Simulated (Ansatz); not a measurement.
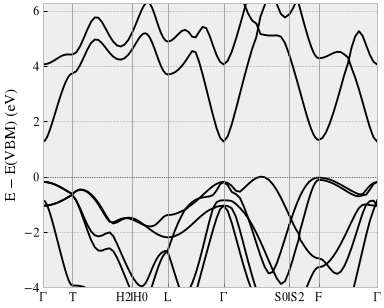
Figure. Band structure from DFT-r²SCAN+D4 in the program Ansatz with PAW potentials

The gap is 1.27 eV; an edge lies off the plotted path or next to a special point (maximum off the standard path, minimum at Γ).

The material is ZnSnN2 in space group R-3m (No. 166; Sn on 3a, Zn on 3b, N on 6c).

The cell is a constructed one: a structure type filled with these elements; neither database checked (COD, Materials Project) lists it. Whether it is the stable phase at ambient conditions was not checked. The cell was relaxed with r²SCAN+D4 under the symmetry of its start; its stability against distortions is not shown here. Spin–orbit coupling is left out wherever it is not named.

Potentials: the later of the program's two PAW sets.
